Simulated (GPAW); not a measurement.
# CaO (Fm-3m): G0W0 with GPAW, start to end, part 2 of 2

Aim: the G0W0 gap of CaO (Fm-3m) on PBE, step by step.

GPAW 26.7.0; PBE and many-body steps on it, plane waves. Known limits of the many-body steps: not at the basis limit.

So far. Step 3 (Bands along the symmetry lines): The gap is 3.693 eV, as in the run before at this level. Step 4 (Empty states on the mesh, 6×6×6 mesh, 98 bands): On this mesh the gap is 3.693 eV.

## 5. Screening and self-energy, 6×6×6 mesh, 88 bands, screening to 125 eV

G0W0 replaces the xc potential by the self-energy, built once from these orbitals. Only a window of levels is corrected, while the sums run over the empty bands that the input names.

This step: G0W0 on PBE, plane waves, PAW.

run.py

```python
import json
import numpy as np
from gpaw.mpi import world
from gpaw.response.g0w0 import G0W0

gw = G0W0('full.gpw',
    filename='gw',
    kpts=[0, 12],
    bands=(6, 10),
    ecut=125,
    nbands=88,
    integrate_gamma='WS',
    ppa=True)
gw.calculate()
res = {mode: {k: v for k, v in r.items() if k != 'sigma_eskwn'}
       for mode, r in gw.all_results.items()}

if world.rank == 0:
    with open('result.json', 'w') as f:
        json.dump(res, f, default=lambda x: x.tolist())
```

Command:

```sh
$ mpirun -n 4 gpaw python run.py
```

Numbers of over 12 decimals in the logs are rounded to 6 here.

The program printed:

```text
Using integrator: PointIntegrator
FrequencyGridDescriptor(from 0.000+0.000j to 0.000+27.211j eV, 2 points)
Nonperiodic BCs:  [False False False]
Using integrator: PointIntegrator
FrequencyGridDescriptor(from 0.000+0.000j to 0.000+27.211j eV, 2 points)
Nonperiodic BCs:  [False False False]
  ___  _ _ _
 |   || | | |
 | | || | | |
 |__ ||_____|
 |___|

BZ k-points: Symmetries present (total): 48

  [... matrices ...]
216 k-points: 6 x 6 x 6 Monkhorst-Pack grid + [1/12,1/12,1/12]
16 k-points in the irreducible part of the Brillouin zone
       k-points in crystal coordinates                weights
   0:     0.00000000    0.00000000    0.00000000          1/216
   1:     0.16666667    0.16666667    0.00000000          6/216
   2:     0.16666667    0.16666667    0.16666667          8/216
   3:     0.33333333    0.16666667    0.16666667         12/216
   4:     0.33333333    0.33333333   -0.33333333         12/216
   5:     0.33333333    0.33333333    0.00000000          6/216
   6:     0.33333333    0.33333333    0.16666667         24/216
   7:     0.33333333    0.33333333    0.33333333          8/216
   8:     0.50000000    0.33333333   -0.33333333         24/216
   9:     0.50000000    0.33333333   -0.16666667         12/216
          ...
  15:     0.50000000    0.50000000    0.50000000          4/216

Distributing spins, k-points and bands (1 x 2 x 4) over 4 processes
Number of blocks: 1

Quasi particle states:
k-points (IBZ indices): [0, 12]
Band range: (6, 10)
  [... matrices ...]
Computational parameters:
Plane wave cut-off: 125 eV
Number of bands: 88
Coulomb cutoff: None
Broadening: 0.1 eV

fxc modes: GW
Kernel: RPA
Using Godby-Needs plasmon-pole approximation:
  Fitting energy: i*E0, E0 = 1.000 Hartree
Summing all q:

Calculating screened Coulomb potential
No Coulomb truncation
FrequencyGridDescriptor(from 0.000+0.000j to 0.000+27.211j eV, 2 points)
Removing empty qpoint cache files...

Calculating chi0 body with:
    Ground state adapter containing:
    Number of spins: 1
    Number of kpoints: 216
    Number of irreducible kpoints: 16
    Number of completely occupied states: 8
    Number of partially occupied states: 8
    Occupied states memory: 0.9765625 M / cpu

    Linear response parametrization:
    q_c: [1.3877787807814457e-17, 1.3877787807814457e-17, 1.3877787807814457e-17]
    Number of frequency points: 2
    Planewave cutoff: 125.0
    Number of bands: 88
    Number of planewaves: 89
    Broadening (eta): 1e-06
    comm.size: 4
    kncomm.size: 4
    blockcomm.size: 1

    Memory estimate of potentially large arrays:
        chi0_wGG: 0.241730 M / cpu
Integrating chi0 body.

Symmetries of q_c:
    Direct symmetries (Uq -> q): 48
    Indirect symmetries (TUq -> q): 0
In total 48 allowed symmetries.

  [... matrices ...]
16 groups of equivalent kpoints. 92.592593% reduction.

Integral kind: response function
Integrating chi0 head and wings.

Symmetries of q_c:
    Direct symmetries (Uq -> q): 48
    Indirect symmetries (TUq -> q): 0
In total 48 allowed symmetries.

  [... matrices ...]
16 groups of equivalent kpoints. 92.592593% reduction.

Integral kind: response function wings

Calculating chi0 body with:
    Ground state adapter containing:
    Number of spins: 1
    Number of kpoints: 216
    Number of irreducible kpoints: 16
    Number of completely occupied states: 8
    Number of partially occupied states: 8
[... the further q-points ...]

Results:
f:      Occupation numbers
eps:     KS-eigenvalues [eV]
vxc:     KS vxc [eV]
exx:     Exact exchange [eV]
sigma:   Self-energies [eV]
dsigma:  Self-energy derivatives
Z:       Renormalization factors
qp:      QP-energies [eV]

k-point 0 (0): (0.000, 0.000, 0.000)                GW
band       f     eps     vxc     exx   sigma  dsigma       Z      qp
                                                                   GW
   6   1.000   4.774 -20.216 -25.441   4.114  -0.267   0.789   3.896
   7   1.000   4.774 -20.216 -25.441   4.114  -0.267   0.789   3.896
   8   0.000   9.507 -12.128  -7.580  -3.786  -0.179   0.848  10.153
   9   0.000  11.013 -14.936  -7.738  -4.519  -0.204   0.830  13.239

k-point 1 (12): (0.500, 0.500, 0.000)                GW
band       f     eps     vxc     exx   sigma  dsigma       Z      qp
                                                                   GW
   6   1.000   4.400 -19.820 -25.197   4.128  -0.266   0.790   3.414
   7   1.000   4.400 -19.820 -25.196   4.128  -0.266   0.790   3.414
   8   0.000   8.466 -12.155  -6.386  -4.018  -0.178   0.849   9.952
   9   0.000  12.797 -17.593 -10.005  -4.552  -0.213   0.824  15.300
```

Wall time 35 s (4 MPI ranks of Arm Neoverse V2, shared host); peak memory 1.2 GiB; 2.3 min of CPU time.

Numbers from this step:

```yaml
g0w0_gap_on_the_points_computed: 6.056 eV
least_direct_g0w0_gap_on_the_computed_points: 6.256 eV
z_at_the_valence_top: 0.7890
z_at_the_conduction_bottom: 0.8486
starting_gap_on_the_mesh: 3.693 eV
k_of_the_valence_top: 0, 0, 0
k_of_the_conduction_bottom: 0.5, 0.5, 0
```

The gap on the mesh goes from 3.69 eV to 6.06 eV, a correction of +2.36 eV.

Limits: finite bands, cutoff and mesh. v1 is the top filled band, c1 the lowest empty one. The levels before and after the correction (eV, zero at the valence-band top of each column):

|  | conduction bottom | valence top |
| --- | --- | --- |
| Kohn-Sham | 3.69 | 0.00 |
| G0W0 | 6.06 | 0.00 |

|  | level | energy (eV) |
| --- | --- | --- |
| Kohn-Sham | Γ v2-v1 | 0.000 |
| Kohn-Sham | Γ c1 | 4.733 |
| Kohn-Sham | Γ c2 | 6.240 |
| Kohn-Sham | (0.5 0.5 0) v2-v1 | -0.374 |
| Kohn-Sham | (0.5 0.5 0) c1 | 3.693 |
| Kohn-Sham | (0.5 0.5 0) c2 | 8.023 |
| G0W0 | Γ v2-v1 | 0.000 |
| G0W0 | Γ c1 | 6.256 |
| G0W0 | Γ c2 | 9.343 |
| G0W0 | (0.5 0.5 0) v2-v1 | -0.482 |
| G0W0 | (0.5 0.5 0) c1 | 6.056 |
| G0W0 | (0.5 0.5 0) c2 | 11.403 |

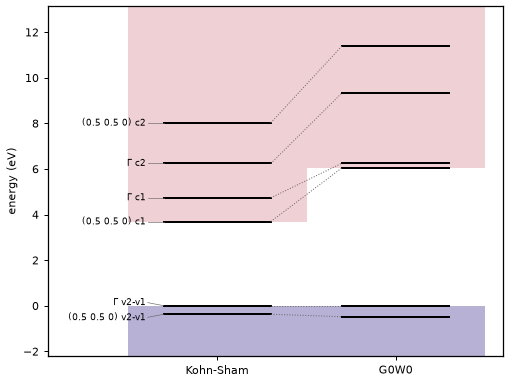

Levels before and after the correction. Shaded: valence and conduction bands.

## 6. Where the time went

Times are wall times on 4 MPI ranks of Arm Neoverse V2, shared host, good to a factor of about two.

```
                          step   time  share  memory (GiB)
                  ground state    4 s    8 %          0.59
bands along the symmetry lines  3.9 s    8 %          0.57
      empty states on the mesh    6 s   12 %          0.92
     screening and self-energy   35 s   71 %           1.2
```

## 7. Results

```
PBE gap              : 3.69 eV, indirect
G0W0 gap on the mesh : 6.06 eV
GW settings          : 6×6×6 mesh, 88 bands, screening to 125 eV, Godby-Needs plasmon pole
known limits         : not at the basis limit
```

What this shows: G0W0 moves the gap on the mesh from 3.69 eV to 6.06 eV (+2.36 eV), with Z of 0.79 and 0.85 at the edges. Only 2 of the mesh's irreducible points were corrected, so a valley elsewhere could overtake. The dearest step here is «screening and self-energy». Bands and cutoff are finite, so the gap is not at the basis limit. The miss can reach some tenths of an eV and take either sign; the mesh is an error of its own. These stock PAW sets were not made for GW. In the G0W0 run levels were corrected at 2 k points alone, so a gap called «on the mesh» is the least over those, and an edge elsewhere would be missed.

[Paths, hosts, dates, memory and timing lines, banners, echoed tables and standing remarks are left out of the program output.]

[Logs are printed without paths, hosts, clocks, repeated set-up lines and the standing remarks that a program may print on its own settings, such as how far it seeks lower states.]

[Runs of the session that timed out or met a known fault of the program may be left out.]

[Hosts, paths, dates, database ids (printed as entryN), source tags and the programs' standing remarks are cut or masked in the printed files.]
